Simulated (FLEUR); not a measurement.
# Magnetic state of MnS (Rambergite) from several starts

A self-consistent run ends on one state, which hangs on the start. Several orders of MnS (Rambergite) are started in FLEUR and their energies compared.

Main program and level: FLEUR MaX-R8.1; PBEsol; all-electron FLAPW, Dirac cores, scalar-relativistic bands.

The database entry behind the starting cell differs from later determinations by our own check (about 0.3 % short against later determinations), so it need not match the best structure at ambient conditions.

### Step 1. The starting structure

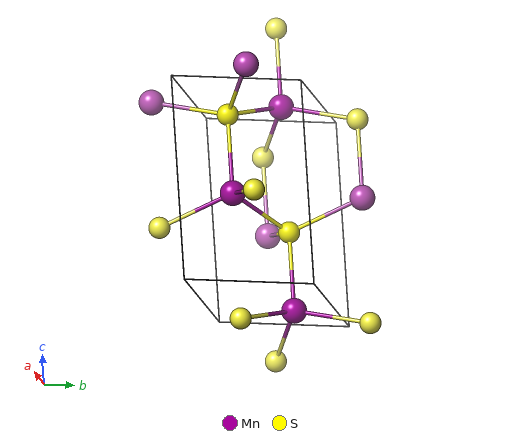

The cell as given, from a free direction (manganese purple, sulfur yellow). Some periodic images of atoms are drawn too.

As a file:

```cif
data_structure
_symmetry_space_group_name_H-M 'P 1'
_symmetry_Int_Tables_number 1
_cell_length_a 3.9760
_cell_length_b 3.9760
_cell_length_c 6.4320
_cell_angle_alpha 90.000
_cell_angle_beta 90.000
_cell_angle_gamma 120.000
_cell_volume 88.06
loop_
_atom_site_label
_atom_site_type_symbol
_atom_site_fract_x
_atom_site_fract_y
_atom_site_fract_z
_atom_site_occupancy
Mn1 Mn 0.33333 0.66667 0.00000 1
Mn2 Mn 0.66667 0.33333 0.50000 1
S3 S 0.33333 0.66667 0.38500 1
S4 S 0.66667 0.33333 0.88500 1
```

### Step 2. Run 1 (ferro ++)

The parallel start comes first: it shows whether parallel moments hold.

inpgen writes inp.xml from crystal.txt; cutoffs, mixing, functional, smearing and local orbitals are then set in the file. The k list default-1 (kpts.xml, not shown) is a Γ-centred 6×6×6 mesh; where the ranks do not divide the number of points, some are split in two of half the weight.

Input file inp.xml:

```
<?xml version="1.0" encoding="UTF-8" standalone="no"?>
<fleurInput fleurInputVersion="0.39">
   <comment>
      MnS
   </comment>
   <calculationSetup>
      <cutoffs Kmax="4.29" Gmax="12.9" GmaxXC="12.9" numbands="0"/>
      <scfLoop itmax="130" minDistance="0.00002" maxIterBroyd="15" imix="Anderson" alpha="0.05" precondParam="0.0" spinf="2.0" sdNocoIR="T"/>
      <coreElectrons ctail="T" frcor="F" kcrel="0" coretail_lmax="0"/>
      <xcFunctional name="PBEs" relativisticCorrections="F"/>
      <magnetism jspins="2"/>
      <soc l_soc="F" theta="0.0" phi="0.0" spav="F"/>
      <expertModes spex="0" secvar="F"/>
      <geometryOptimization l_f="F" forcealpha="1.0" forcemix="BFGS" epsdisp="0.00001" epsforce="0.00001"/>
      <ldaU l_linMix="F" mixParam="0.05" spinf="1.0"/>
   </calculationSetup>
   <cell>
      <bzIntegration valenceElectrons="42.0" mode="hist" fermiSmearingEnergy="0.00183747">
         <kPointListSelection listName="default-1"/>
         <xi:include xmlns:xi="http://www.w3.org/2001/XInclude" href="kpts.xml"> </xi:include>
      </bzIntegration>
      <xi:include xmlns:xi="http://www.w3.org/2001/XInclude" href="sym.xml"> </xi:include>
      <bulkLattice scale="1.0">
         <bravaisMatrix>
            <row-1>    7.5135510713529081     0.0000000000188973     0.0000000000000000</row-1>
            <row-2>   -3.7567755356859025     6.5069261004216132     0.0000000000000000</row-2>
            <row-3>    0.0000000000000000     0.0000000000000000    12.1547184334272007</row-3>
         </bravaisMatrix>
      </bulkLattice>
   </cell>
   <atomSpecies>
      <species name="Manganese 4.500" element="Mn" atomicNumber="25">
         <mtSphere radius="2.69" gridPoints="889" logIncrement="0.014"/>
         <atomicCutoffs lmax="10" lnonsphr="8"/>
         <electronConfig flipSpins="F">
            <coreConfig>(1s1/2) (2s1/2) (2p1/2) (2p3/2)</coreConfig>
            <valenceConfig>(3s1/2) (3p1/2) (3p3/2) (4s1/2) (3d3/2) (3d5/2)</valenceConfig>
            <stateOccupation state="(3d3/2)" spinUp="1.75" spinDown="0.25"/>
            <stateOccupation state="(3d5/2)" spinUp="3.0" spinDown="0.0"/>
         </electronConfig>
         <energyParameters s="4" p="4" d="3" f="4"/>
         <lo type="SCLO" l="0" n="3" eDeriv="0"/>
         <lo type="SCLO" l="1" n="3" eDeriv="0"/>
      </species>
      <species name="Sulfur (S)" element="S" atomicNumber="16">
         <mtSphere radius="1.75" gridPoints="579" logIncrement="0.02"/>
         <atomicCutoffs lmax="6" lnonsphr="4"/>
         <electronConfig flipSpins="F">
            <coreConfig>(1s1/2) (2s1/2) (2p1/2) (2p3/2)</coreConfig>
            <valenceConfig>(3s1/2) (3p1/2) (3p3/2)</valenceConfig>
            <stateOccupation state="(3p1/2)" spinUp="0.666667" spinDown="0.666667"/>
            <stateOccupation state="(3p3/2)" spinUp="1.333333" spinDown="1.333333"/>
         </electronConfig>
         <energyParameters s="3" p="3" d="3" f="4"/>
      </species>
   </atomSpecies>
   <atomGroups>
      <atomGroup species="Manganese 4.500">
         <relPos label="                   1">1.000/3.000 -1.000/3.000 .0000000000</relPos>
         <relPos label="                   2">-1.000/3.000 1.000/3.000 1.000/2.000</relPos>
         <force calculate="T" relaxXYZ="TTT"/>
      </atomGroup>
      <atomGroup species="Sulfur (S)">
         <relPos label="                   3">1.000/3.000 -1.000/3.000 .3850000000</relPos>
         <relPos label="                   4">-1.000/3.000 1.000/3.000 -.1150000000</relPos>
         <force calculate="T" relaxXYZ="TTT"/>
      </atomGroup>
   </atomGroups>
   <output dos="F" band="F" slice="F">
      <bandDOS minEnergy="-.5*Htr" maxEnergy="0.5*Htr" sigma="0.015" storeEVData="T"/>
      <plotting iplot="0" polar="F">
         <plot TwoD="T" vec1="  1.0  0.0  0.0" vec2="  0.0  1.0  0.0" vec3="  0.0  0.0  1.0" zero="  0.0  0.0  0.0" file="plot"/>
      </plotting>
      <moessbauerParams electricFieldGradient="F" isomerShift="F" coreHyperfine="F" valenceHyperfine="F"/>
   </output>
</fleurInput>
```

Input file crystal.txt:

```
MnS
&input film=F cartesian=F /
3.97599999997  0.00000000001  0.00000000000
-1.98799999999  3.44331700542  0.00000000000
0.00000000000  0.00000000000  6.43200000000
1.8897261246
1.0 1.0 1.0

4
25 0.33333333333  0.66666666667  0.00000000000 : 4.500
25 0.66666666667  0.33333333333  0.50000000000 : 4.500
16 0.33333333333  0.66666666667  0.38500000000
16 0.66666666667  0.33333333333  0.88500000000

&kpt div1=6 div2=6 div3=6 gamma=T /
```

Run with:

```console
OMP_NUM_THREADS=1 inpgen -f crystal.txt > inpgen.log  # inp.xml is then edited as shown
OMP_NUM_THREADS=1 mpirun -n 4 fleur_MPI > fleur.log
```

What it wrote:

```text
Welcome to FLEUR        (www.flapw.de)
      MaX-Release 8.1          (www.max-centre.eu)

 ========== k-point set info ==========
 Selected k-point list: default-1
 k-point list type: mesh
 6 x 6 x 6
 Number of k points: 28

 ------------Calculation Setup---------------------------
 Number of MPI-tasks      :            4
 Number of PE/node        :            4
 Number of OMP-threads    :            1
 k-points in parallel     :            4
 pe's per k-point         :            1
 No of k-point loops      :            7
 Eigenvalue solver        :       lapack
 Number of basis functions:          832
 Approximate size of matrices (H+S) per k-point:         0.021 GB
 --------------------------------------------------------
 Iteration:     1   Distance:       8.73547893 me/bohr^3
 Iteration:     2   Distance:       8.01418945 me/bohr^3
 Iteration:     3   Distance:       4.64791298 me/bohr^3
 Iteration:     4   Distance:       3.64947727 me/bohr^3
 Iteration:     5   Distance:       1.97592746 me/bohr^3
 Iteration:     6   Distance:       0.45947616 me/bohr^3
 Iteration:     7   Distance:       0.36352795 me/bohr^3
 Iteration:     8   Distance:       0.09077418 me/bohr^3
 Iteration:     9   Distance:       0.06280435 me/bohr^3
 Iteration:    10   Distance:       0.01219088 me/bohr^3
 Iteration:    11   Distance:       0.00976463 me/bohr^3
 Iteration:    12   Distance:       0.00368221 me/bohr^3
 Iteration:    13   Distance:       0.00410718 me/bohr^3
 Iteration:    14   Distance:       0.00073667 me/bohr^3
 Iteration:    15   Distance:       0.00032460 me/bohr^3
 Iteration:    16   Distance:       0.00028397 me/bohr^3
 Iteration:    17   Distance:       0.00013569 me/bohr^3
 Iteration:    18   Distance:       0.00008736 me/bohr^3
 Iteration:    19   Distance:       0.00001551 me/bohr^3

 ********************************************************************
 Run finished successfully
 Stop message:
   all done
 ********************************************************************

--- out.xml (last complete iteration) ---
<iteration numberForCurrentRun="   19" overallNumber="   19">
         <energyParameters units="Htr">
            <atomicEP atomType="1" spin="1" branch="4s" branchLowest="-2.82" branchHighest="1.01" value="0.0541964691"/>
            <atomicEP atomType="1" spin="1" branch="4p" branchLowest="-1.67" branchHighest="1.47" value="0.1929136429"/>
            <atomicEP atomType="1" spin="1" branch="3d" branchLowest="-9.99" branchHighest="0.14" value="0.0647894621"/>
            <atomicEP atomType="1" spin="1" branch="4f" branchLowest="-9.99" branchHighest="2.49" value="0.5094848739"/>
            <loAtomicEP atomType="1" spin="1" branch="3s" branchLowest="-26.92" branchHighest="-2.82" value="-2.8194833913"/>
            <loAtomicEP atomType="1" spin="1" branch="3p" branchLowest="-22.74" branchHighest="-1.67" value="-1.6758414642"/>
            <atomicEP atomType="2" spin="1" branch="3s" branchLowest="-7.36" branchHighest="1.28" value="-0.4599559606"/>
            <atomicEP atomType="2" spin="1" branch="3p" branchLowest="-5.34" branchHighest="1.87" value="-0.2249528476"/>
            <atomicEP atomType="2" spin="1" branch="3d" branchLowest="-9.99" branchHighest="2.37" value="-0.0157190393"/>
            <atomicEP atomType="2" spin="1" branch="4f" branchLowest="-9.99" branchHighest="5.72" value="0.1491651548"/>
            <atomicEP atomType="1" spin="2" branch="4s" branchLowest="-2.65" branchHighest="1.13" value="0.1064693752"/>
            <atomicEP atomType="1" spin="2" branch="4p" branchLowest="-1.50" branchHighest="1.60" value="0.2349428332"/>
            <atomicEP atomType="1" spin="2" branch="3d" branchLowest="-9.99" branchHighest="0.30" value="0.2052697396"/>
            <atomicEP atomType="1" spin="2" branch="4f" branchLowest="-9.99" branchHighest="2.61" value="0.5428404309"/>
            <loAtomicEP atomType="1" spin="2" branch="3s" branchLowest="-26.85" branchHighest="-2.65" value="-2.6497792473"/>
            <loAtomicEP atomType="1" spin="2" branch="3p" branchLowest="-22.69" branchHighest="-1.50" value="-1.5089304156"/>
            <atomicEP atomType="2" spin="2" branch="3s" branchLowest="-7.36" branchHighest="1.29" value="-0.4531901895"/>
            <atomicEP atomType="2" spin="2" branch="3p" branchLowest="-5.34" branchHighest="1.88" value="-0.2183828321"/>
            <atomicEP atomType="2" spin="2" branch="3d" branchLowest="-9.99" branchHighest="2.37" value="-0.0092557649"/>
            <atomicEP atomType="2" spin="2" branch="4f" branchLowest="-9.99" branchHighest="5.73" value="0.1556186492"/>
         </energyParameters>
         <bandgap value="0.0340421724" units="eV"/>
         <sumValenceSingleParticleEnergies value="-29.9685451625" units="Htr"/>
         <FermiEnergy value="0.1846613198" units="Htr"/>
         <valenceDensity>
            <mtCharges spin="1">
               <mtCharge atomType="1" total="9.3822499" s="1.2549603" p="3.3064158" d="4.7774548" f="0.0309772"/>
               <mtCharge atomType="2" total="1.5596762" s="0.5509328" p="0.9889659" d="0.0183859" f="0.0011825"/>
            </mtCharges>
            <mtCharges spin="2">
               <mtCharge atomType="1" total="4.8640821" s="1.1827988" p="3.1982784" d="0.4429525" f="0.0282141"/>
               <mtCharge atomType="2" total="1.4670374" s="0.5410746" p="0.9229761" d="0.0028249" f="0.0001067"/>
            </mtCharges>
            <spinDependentCharge spin="1" total="25.9434291" interstitial="4.0595769" mtSpheres="21.8838522"/>
            <spinDependentCharge spin="2" total="16.0565709" interstitial="3.3943319" mtSpheres="12.6622390"/>
            <totalCharge value="42.0000000001"/>
         </valenceDensity>
         <coreStates atomType="     1" atomicNumber=" 25" spin="1" kinEnergy="    525.9661779012" eigValSum="   -330.7218086434" lostElectrons=" 0.000000">
            <state n="1" l="0" j="0.5" energy="-235.5683027775" weight="1.0000000000"/>
            <state n="2" l="0" j="0.5" energy="-26.9174192616" weight="1.0000000000"/>
            <state n="2" l="1" j="0.5" energy="-23.0000373838" weight="1.0000000000"/>
            <state n="2" l="1" j="1.5" energy="-22.6180246103" weight="2.0000000000"/>
         </coreStates>
         <coreStates atomType="     1" atomicNumber=" 25" spin="2" kinEnergy="    526.7156518513" eigValSum="   -330.4856836151" lostElectrons=" 0.000000">
            <state n="1" l="0" j="0.5" energy="-235.5681732285" weight="1.0000000000"/>
            <state n="2" l="0" j="0.5" energy="-26.8457732908" weight="1.0000000000"/>
            <state n="2" l="1" j="0.5" energy="-22.9462292535" weight="1.0000000000"/>
            <state n="2" l="1" j="1.5" energy="-22.5627539212" weight="2.0000000000"/>
         </coreStates>
         <coreStates atomType="     2" atomicNumber=" 16" spin="1" kinEnergy="    193.4179410885" eigValSum="   -111.2542162888" lostElectrons=" 0.000695">
            <state n="1" l="0" j="0.5" energy="-87.8518383434" weight="1.0000000000"/>
            <state n="2" l="0" j="0.5" energy="-7.3647842820" weight="1.0000000000"/>
            <state n="2" l="1" j="0.5" energy="-5.3767121400" weight="1.0000000000"/>
            <state n="2" l="1" j="1.5" energy="-5.3304407617" weight="2.0000000000"/>
         </coreStates>
         <coreStates atomType="     2" atomicNumber=" 16" spin="2" kinEnergy="    193.4208377721" eigValSum="   -111.2482438360" lostElectrons=" 0.000692">
            <state n="1" l="0" j="0.5" energy="-87.8509062085" weight="1.0000000000"/>
            <state n="2" l="0" j="0.5" energy="-7.3637346364" weight="1.0000000000"/>
            <state n="2" l="1" j="0.5" energy="-5.3753818618" weight="1.0000000000"/>
            <state n="2" l="1" j="1.5" energy="-5.3291105646" weight="2.0000000000"/>
         </coreStates>
         <allElectronCharges>
            <spinDependentCharge spin="1" total="45.9434291" interstitial="4.0609255" mtSpheres="41.8825036"/>
            <spinDependentCharge spin="2" total="36.0565709" interstitial="3.3956748" mtSpheres="32.6608960"/>
            <totalCharge value="81.9999999849"/>
         </allElectronCharges>
         <magneticMomentsInMTSpheres units="muBohr">
            <globalMagMoment atomType="1" vec="0.00000   0.00000   4.51817"/>
            <localMagMoment atomType="1" vec="0.00000   0.00000   4.51817"/>
            <globalMagMoment atomType="2" vec="0.00000   0.00000   0.09264"/>
            <localMagMoment atomType="2" vec="0.00000   0.00000   0.09264"/>
         </magneticMomentsInMTSpheres>
         <moessbauerParams unitsHFF="kG" unitsIS="e/bohr^3" unitsEFG="Htr/bohr^2">
         </moessbauerParams>
         <totalEnergy value="    -3112.2862743256" units="Htr">
            <sumOfEigenvalues value="    -1797.3884499291">
               <coreElectrons value="-1767.4199047666"/>
               <valenceElectrons value="-29.9685451625"/>
            </sumOfEigenvalues>
            <densityCoulombPotentialIntegral value="-4742.3779328484"/>
            <densityEffectivePotentialIntegral value="-4941.8168696415"/>
            <chargeDenXCDenIntegral value="-152.4584819812"/>
            <FockExchangeEnergyValence value="0.0000000000"/>
            <FockExchangeEnergyCore value="0.0000000000"/>
            <atomTypeDependentContributions atomType="1">
               <electronNucleiInteractionDifferentMTs value="2764.1255469421"/>
               <MadelungTerm value="-11.7190140920"/>
            </atomTypeDependentContributions>
            <atomTypeDependentContributions atomType="2">
               <electronNucleiInteractionDifferentMTs value="931.8169075543"/>
               <MadelungTerm value="-25.4057770442"/>
            </atomTypeDependentContributions>
            <tkbTimesEntropy value="0.0003858004"/>
            <freeEnergy value="-3112.2866601260"/>
            <extrapolationTo0K value="-3112.2864672258"/>
         </totalEnergy>
         <densityConvergence units="me/bohr^3">
            <chargeDensity spin="1" distance="0.0000103447"/>
            <chargeDensity spin="2" distance="0.0000111412"/>
            <overallChargeDensity distance="0.0000155088"/>
            <spinDensity distance="0.0000148915"/>
         </densityConvergence>
      </iteration>
```

Elapsed: 84 s, on 4 MPI ranks of Intel Xeon 6975P-C (Granite Rapids), shared host; peak memory 0.42 GiB.

Spin moment in the muffin-tin sphere by atom:

| atom | spin moment in the muffin-tin sphere (μB) |
| --- | --- |
| Mn1 | 4.52 |
| Mn2 | 4.52 |
| S3 | 0.09 |
| S4 | 0.09 |

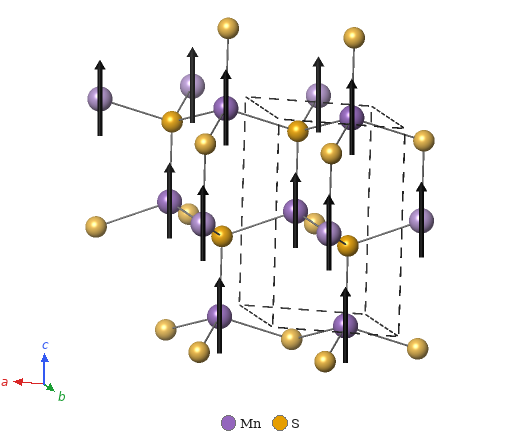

Spin moment in the muffin-tin sphere as arrows, the longest 4.52 μB. Up and down stand for the sign. Arrows give size and sign along the axis of quantisation, drawn up and down the page. 2×1×1 cells are drawn. Some periodic images of atoms are drawn too.

This step gave:

```yaml
free_energy: -84689.6344 eV
program_s_band_gap_on_this_mesh_in_a_metal_only_a_level_spacing: 0.03404 eV
magnetization: 9.887 μB
final_state: ferromagnetic
```

After 19 cycles the largest moment stands at 4.52 μB.

(Part 1 of 3 ends here.)

[Logs and program files are shortened in this print: banners, set-up blocks, solver, clock and traceback lines can be left out without a mark of their own.]

[Logs are printed without paths, hosts, clocks, repeated set-up lines and the standing remarks that a program may print on its own settings, such as how far it seeks lower states.]

[Hosts, paths, dates, database ids (printed as entryN), source tags and the programs' standing remarks are cut or masked in the printed files.]

[Where a cell is said to come from a database of computed structures, the database is the Materials Project.]
